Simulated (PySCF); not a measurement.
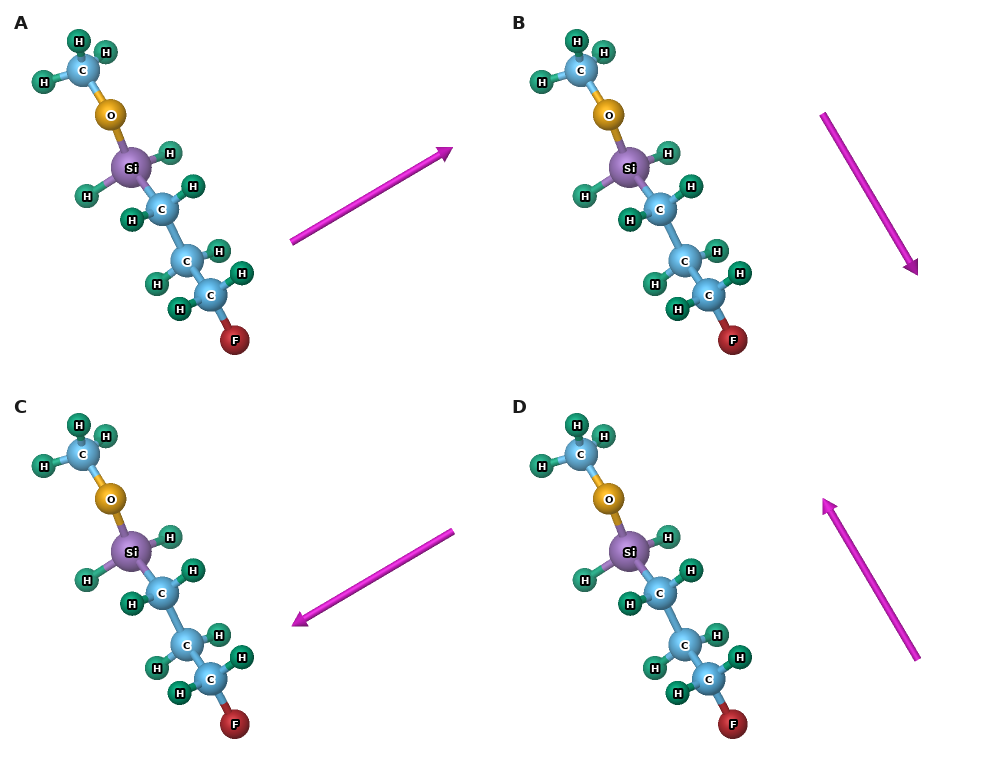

The same molecule four times, each with an arrow. The computed structure is the end point of a GFN2-xTB optimisation. No frequency run is at hand to confirm it as a minimum. Properties computed with PBE0/pcSseg-1, gas phase (PySCF 2.14.0).

### Which arrow points along the dipole moment, from the negative to the positive end?

D. The dipole moment is 2.50 D.

The geometry is semi-empirical. Around Si such bond lengths and angles can be off by a tenth of an ångström or more and by several degrees, and values that hang on the shape move with them.
